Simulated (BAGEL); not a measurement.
# B3LYP/6-31G(d) (density fitting with qzvpp-jkfit, spherical functions) run of C3H4FN (SMILES NC1(F)C=C1)

What is the energy change on altering one bond length of C3H4FN at B3LYP/6-31G* (density fitting with qzvpp-jkfit, spherical functions)? 

The calculation is run with BAGEL 1.2.2.

1 further run of the same task is left out (set aside as unsound or not needed). Runs told in other sessions of the task aren't counted.

## 1. The system as given

C3H4FN has 9 atoms, charge 0, and is taken as a singlet. SMILES: `NC1(F)C=C1`. The shape is that of a PBE0-D4/def2-TZVP optimisation. This is one conformer, not always the lowest.

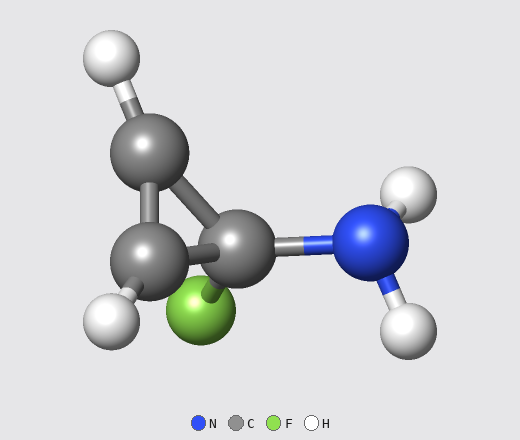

The structure, seen from a chosen angle (nitrogen blue, carbon grey, fluorine green, hydrogen white).

## 2. The energy at B3LYP/6-31G(d) (density fitting with qzvpp-jkfit, spherical functions)

Contents of job.json:

```json
{ "bagel" : [

{
  "title" : "molecule",
  "basis" : "6-31gs.json",
  "df_basis" : "qzvpp-jkfit",
  "angstrom" : "true",
  "geometry" : [
    { "atom" : "N", "xyz" : [   -0.377300,    0.877100,   -1.013000 ] },
    { "atom" : "C", "xyz" : [    0.137600,   -0.161200,   -0.210200 ] },
    { "atom" : "F", "xyz" : [    0.837000,   -1.105900,   -0.986500 ] },
    { "atom" : "C", "xyz" : [   -0.502200,   -0.673000,    0.994600 ] },
    { "atom" : "C", "xyz" : [    0.596500,    0.002000,    1.163000 ] },
    { "atom" : "H", "xyz" : [   -1.009800,    0.505800,   -1.711800 ] },
    { "atom" : "H", "xyz" : [    0.371800,    1.354900,   -1.499700 ] },
    { "atom" : "H", "xyz" : [   -1.313600,   -1.240900,    1.419200 ] },
    { "atom" : "H", "xyz" : [    1.348600,    0.394800,    1.827200 ] }
  ]
},
{ "title" : "ks", "xc_func" : "b3lyp" },
{ "title" : "print", "file" : "orbitals.molden", "orbitals" : "true" }

]}
```

The basis set 6-31G* is read from a file made from the Basis Set Exchange's data (not shown).

Launch:

```sh
BAGEL_NUM_THREADS=1 BAGEL job.json > job.out
```

Output:

```text
* using 1 threads per process

  ===============================================================
  ===============================================================

  *** Geometry ***

  { "atom" : "N", "xyz" : [     -0.712994,      1.657479,     -1.914293 ] },
  { "atom" : "C", "xyz" : [      0.260026,     -0.304624,     -0.397220 ] },
  { "atom" : "F", "xyz" : [      1.581701,     -2.089848,     -1.864215 ] },
  { "atom" : "C", "xyz" : [     -0.949020,     -1.271786,      1.879522 ] },
  { "atom" : "C", "xyz" : [      1.127222,      0.003779,      2.197751 ] },
  { "atom" : "H", "xyz" : [     -1.908245,      0.955823,     -3.234833 ] },
  { "atom" : "H", "xyz" : [      0.702600,      2.560390,     -2.834022 ] },
  { "atom" : "H", "xyz" : [     -2.482344,     -2.344961,      2.681899 ] },
  { "atom" : "H", "xyz" : [      2.548485,      0.746064,      3.452908 ] },

  Number of auxiliary basis functions:      451

  Since a DF basis is specified, we compute 2- and 3-index integrals:
    o Being stored without compression. Storage requirement is 0.022 GB

  Number of basis functions:       78
  Number of electrons      :       38

    * METHOD: MOLECULE                             0.22

  *** Kohn-Sham DFT ***

    * Removing 17185 points whose weight is below 1.00e-10
    * Grid points: 116969

  === Nuclear Repulsion ===
   167.9019372275

       - DIIS with orbital gradients will be used.

  === KS iteration (b3lyp / 6-31gs.json) ===
      0       -237.33689218          0.17757995           0.39
      1       -216.18441452          0.16679313           0.37
      2       -223.32110345          0.19576530           0.37
      3       -264.02668544          0.11123001           0.36
      4       -269.66666322          0.05730598           0.37
      5       -270.44774726          0.04238187           0.37
      6       -270.65298912          0.03410324           0.37
      7       -271.16044817          0.01072910           0.37
      8       -271.19512644          0.00547264           0.37
      9       -271.20681047          0.00165225           0.37
     10       -271.20779473          0.00045846           0.38
     11       -271.20788084          0.00008228           0.37
     12       -271.20788261          0.00004232           0.37
     13       -271.20788293          0.00003337           0.37
     14       -271.20788335          0.00000478           0.37
     15       -271.20788335          0.00000295           0.37
     16       -271.20788335          0.00000076           0.37
     17       -271.20788335          0.00000038           0.37
     18       -271.20788335          0.00000008           0.37
     19       -271.20788335          0.00000006           0.36
     20       -271.20788335          0.00000002           0.37
     21       -271.20788335          0.00000001           0.37
    * SCF iteration converged.

    * Permanent dipole moment:
           (    0.136844,    -0.176226,    -0.187544) a.u.

    * METHOD: KS                                   8.84

    * METHOD: PRINT                                0.01

  ===============================================================
```

It took 9.3 s on 1 thread of Arm Neoverse V1, shared host; peak memory 0.42 GiB.

## 3. The distorted shape

Contents of calc.json:

```json
{ "bagel": [

{
  "title": "molecule",
  "basis": "6-31gs.json",
  "df_basis": "qzvpp-jkfit",
  "angstrom": true,
  "geometry": [
    { "atom": "N", "xyz": [      -0.602922,       0.759264,      -1.212253 ] },
    { "atom": "C", "xyz": [      -0.088022,      -0.279036,      -0.409453 ] },
    { "atom": "F", "xyz": [       0.611378,      -1.223736,      -1.185753 ] },
    { "atom": "C", "xyz": [      -0.727822,      -0.790836,       0.795347 ] },
    { "atom": "C", "xyz": [       0.370878,      -0.115836,       0.963747 ] },
    { "atom": "H", "xyz": [      -1.235422,       0.387964,      -1.911053 ] },
    { "atom": "H", "xyz": [       0.146178,       1.237064,      -1.698953 ] },
    { "atom": "H", "xyz": [      -1.539222,      -1.358736,       1.219947 ] },
    { "atom": "H", "xyz": [       1.348600,       0.394800,       1.827200 ] }
  ]
},

{
  "title": "ks",
  "xc_func": "b3lyp",
  "charge": 0
},

{
  "title": "print",
  "file": "orbitals.molden",
  "orbitals": true
}

]}
```

The basis set 6-31G* is read from a file made from the Basis Set Exchange's data (not shown).

Launch:

```sh
BAGEL_NUM_THREADS=1 BAGEL calc.json > calc.out
```

Output:

```text
* using 1 threads per process

  ===============================================================
  ===============================================================

  *** Geometry ***

  { "atom" : "N", "xyz" : [     -1.139357,      1.434801,     -2.290826 ] },
  { "atom" : "C", "xyz" : [     -0.166337,     -0.527302,     -0.773754 ] },
  { "atom" : "F", "xyz" : [      1.155337,     -2.312526,     -2.240748 ] },
  { "atom" : "C", "xyz" : [     -1.375384,     -1.494463,      1.502988 ] },
  { "atom" : "C", "xyz" : [      0.700858,     -0.218898,      1.821218 ] },
  { "atom" : "H", "xyz" : [     -2.334609,      0.733146,     -3.611367 ] },
  { "atom" : "H", "xyz" : [      0.276236,      2.337712,     -3.210556 ] },
  { "atom" : "H", "xyz" : [     -2.908708,     -2.567639,      2.305366 ] },
  { "atom" : "H", "xyz" : [      2.548485,      0.746064,      3.452908 ] },

  Number of auxiliary basis functions:      451

  Since a DF basis is specified, we compute 2- and 3-index integrals:
    o Being stored without compression. Storage requirement is 0.022 GB

  Number of basis functions:       78
  Number of electrons      :       38

    * METHOD: MOLECULE                             0.21

  *** Kohn-Sham DFT ***

    * Removing 16843 points whose weight is below 1.00e-10
    * Grid points: 117311

  === Nuclear Repulsion ===
   166.6838862383

       - DIIS with orbital gradients will be used.

  === KS iteration (b3lyp / 6-31gs.json) ===
      0       -237.31210017          0.17922662           0.39
      1       -215.49778130          0.16533144           0.38
      2       -223.86676406          0.19409174           0.37
      3       -263.66828458          0.11455734           0.37
      4       -269.19148271          0.06477319           0.37
      5       -270.14453362          0.04792776           0.37
      6       -270.56226428          0.03603939           0.37
      7       -271.08737521          0.01459879           0.37
      8       -271.14086212          0.00839745           0.38
      9       -271.16796841          0.00168001           0.37
     10       -271.16896322          0.00035170           0.37
     11       -271.16901364          0.00008277           0.37
     12       -271.16901588          0.00003750           0.38
     13       -271.16901640          0.00000766           0.38
     14       -271.16901642          0.00000309           0.38
     15       -271.16901642          0.00000096           0.38
     16       -271.16901642          0.00000023           0.38
     17       -271.16901642          0.00000012           0.37
     18       -271.16901642          0.00000002           0.37
     19       -271.16901642          0.00000002           0.37
     20       -271.16901642          0.00000000           0.38
    * SCF iteration converged.

    * Permanent dipole moment:
           (    0.181426,    -0.156142,    -0.129864) a.u.

    * METHOD: KS                                   8.56

    * METHOD: PRINT                                0.01

  ===============================================================
```

Wall time 9 s (1 thread of Arm Neoverse V1, shared host); peak memory 0.42 GiB.

## 4. What came out

At B3LYP/6-31G* (density fitting with qzvpp-jkfit, spherical functions):

| quantity | value |
| --- | --- |
| first shape: total energy | -271.20788 Eh |
| first shape: dipole moment | 0.74 D |
| first shape: HOMO energy | -6.82 eV |
| first shape: LUMO energy | 0.15 eV |
| first shape: HOMO–LUMO gap | 6.96 eV |
| distorted shape: total energy | -271.16902 Eh |
| distorted shape: dipole moment | 0.69 D |
| distorted shape: HOMO energy | -6.87 eV |
| distorted shape: LUMO energy | 0.20 eV |
| distorted shape: HOMO–LUMO gap | 7.07 eV |
| energy change with the C5–H9 bond stretched from 1.078 to 1.401 Å | 1.058 eV |

**Reading.** With the C5–H9 bond stretched from 1.078 to 1.401 Å the energy rises by 1.06 eV (102 kJ/mol). The first shape isn't relaxed at this level, so the change isn't measured from a minimum.
